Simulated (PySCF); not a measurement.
C₃H₁₂BGeN, SMILES CB(C)[N](C)[GeH3] at its GFN2-xTB optimised geometry (Å):

```
18

Ge    -2.0250     0.0698     0.0000
N     -0.1770     0.0698     0.0000
C      0.4907    -0.7254    -1.0252
B      0.5863     0.8006     0.9245
C     -0.1561     1.6522     2.0384
C      2.1734     0.7941     0.8442
H     -2.5720    -0.6669     1.1904
H     -2.4359    -0.6417    -1.2571
H     -2.5584     1.4700     0.0000
H      1.1464    -1.4700    -0.5703
H     -0.2419    -1.2471    -1.6436
H      1.0986    -0.0924    -1.6749
H      0.4208     1.7353     2.9570
H     -1.1343     1.2413     2.2980
H     -0.3215     2.6690     1.6808
H      2.5307     1.0978    -0.1389
H      2.5720    -0.2052     1.0173
H      2.6322     1.4549     1.5755
```

Calculation: PBE0/def2-SVP in PySCF. Cells within 0.4 Å of a nucleus heavier than hydrogen are left out (blank, or x).

Map of the electron localisation function on the plane z = 0.0 Å:

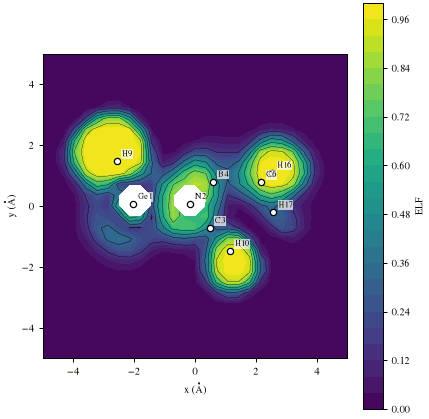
Figure: Electron localisation function on the plane z = 0.0 Å.
